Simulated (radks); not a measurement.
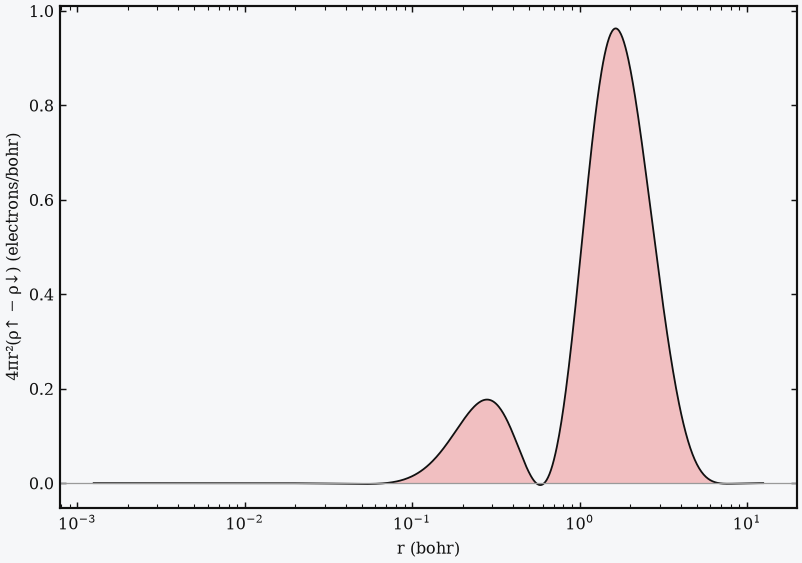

**Figure 1.** The radial spin density. The curve integrates to 2 unpaired electrons, held by 4d (+2). Its largest value, 0.963 electrons/bohr, lies near r = 1.6 bohr. Regions of the opposite sign hold 0.0033 electrons in all, from the polarisation of filled shells.

## Atomic calculation for Zr

System: a free Zr atom in the configuration [Kr] 4d2 5s2 (high spin).
Method: scalar-relativistic Kohn-Sham, LDA (Slater exchange, Perdew-Wang correlation), spin-polarised, spherical densities, point nucleus (the in-house radial solver radks).

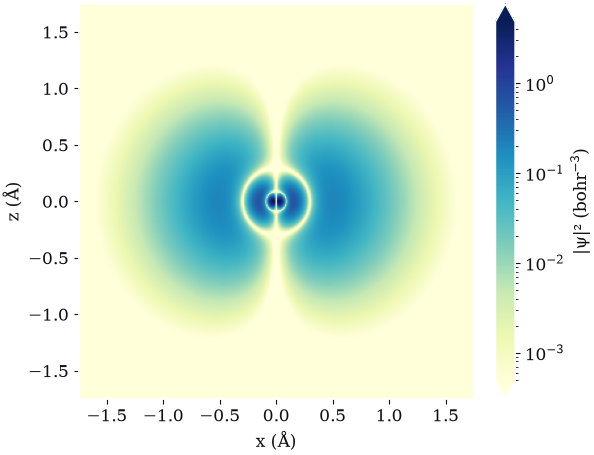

**Figure 2.** The 4p(x) orbital of down spin. The radial function comes from the spherical calculation and is multiplied by a real spherical harmonic; the overall sign is chosen so that the largest lobe of P(r) is positive; at the scalar-relativistic level it is the large component. In the xz plane through the nucleus, the colour gives |ψ|² on a logarithmic scale. (1 bohr = 0.529 Å.) It has the nodal plane yz and 2 radial nodes, at r = 0.170 and 0.564 bohr. The outermost maximum of P² lies at 1.17 bohr, ⟨r⟩ = 1.37 bohr, 90 % of the charge lies within 2.04 bohr, and the eigenvalue is −31.9 eV, with 3 electrons in the shell for this spin.

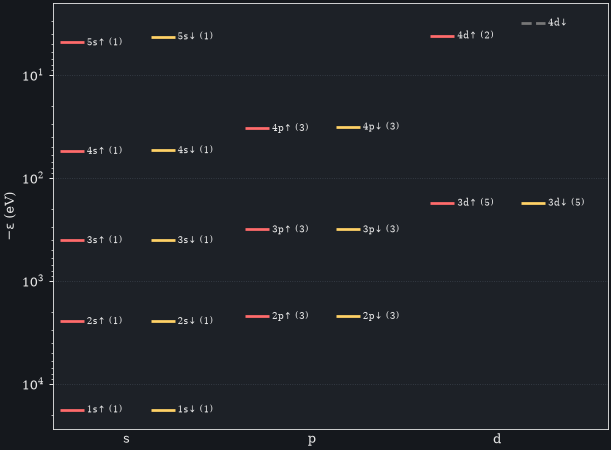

**Figure 3.** The occupied levels and a few empty ones, on a logarithmic scale of binding energy, are drawn by angular momentum (occupations in brackets, up spins at the left of each column and down spins at the right, empty levels dashed). The highest occupied level is 4d up at −4.15 eV. The highest 7 occupied levels, from the top down, are 4d up (−4.15 eV), 5s down (−4.24 eV), 5s up (−4.84 eV), 4p down (−31.9 eV), 4p up (−32.9 eV), 4s down (−53.9 eV), 4s up (−54.8 eV). The lowest empty level drawn is 4d down at −3.11 eV. The largest exchange splitting (down less up) among the shells drawn in both spins is that of 4d, 1.03 eV.

These pictures come from the run below.

Input file:
```
Z 40
configuration [Kr] 4d2 5s2
relativity scalar-relativistic
functional lda,pw
spin polarised
nucleus point
c 137.035999084
```

Energies in input and log are in hartree, lengths in bohr.

The program's output:
```
1s      1   1.0000        -654.10000761
2s      1   1.0000         -90.65013325
2p      1   3.0000         -80.90189888
3s      1   1.0000         -14.82998175
3p      1   3.0000         -11.65508679
3d      1   5.0000          -6.42663481
4s      1   1.0000          -2.01472108
4p      1   3.0000          -1.20791704
4d      1   2.0000          -0.15235578
5s      1   1.0000          -0.17783806
1s      2   1.0000        -654.10008514
2s      2   1.0000         -90.64496135
2p      2   3.0000         -80.89793627
3s      2   1.0000         -14.82619041
3p      2   3.0000         -11.65096585
3d      2   5.0000          -6.42100429
4s      2   1.0000          -1.98236848
4p      2   3.0000          -1.17135078
4d      2   0.0000          -0.11443070
5s      2   1.0000          -0.15566578
Etot -3594.6165917772664
Ekin 3694.9337554364583
Encl -8659.528676795606
Eh 1479.9128735665847
Exc -109.93454398470357
err 6.044423561959913e-09
it 14
```

Slater integrals of the outer shells (hartree):

```tsv
integral	value
F0(4d,4d)	0.4057
F2(4d,4d)	0.1951
F4(4d,4d)	0.1246
F0(4d,5s)	0.2908
G2(4d,5s)	0.0788
F0(4d,4p)	0.4920
F2(4d,4p)	0.2213
G1(4d,4p)	0.2643
G3(4d,4p)	0.1588
F0(4d,4s)	0.5078
G2(4d,4s)	0.1782
F0(5s,5s)	0.2482
F0(5s,4p)	0.3145
G1(5s,4p)	0.0214
```

Results in brief:

| quantity | value |
| --- | --- |
| outcome | converged |
| total energy | −3594.6166 hartree |
| kinetic energy | 3694.9338 hartree |
| electron–nucleus energy | −8659.5287 hartree |
| Hartree energy | 1479.9129 hartree |
| exchange–correlation energy | −109.934544 hartree |
| radius at density 0.001 e/bohr³ | 5.06 bohr |
| SCF iterations | 14 |
| hardware | 1 CPU thread, shared host |
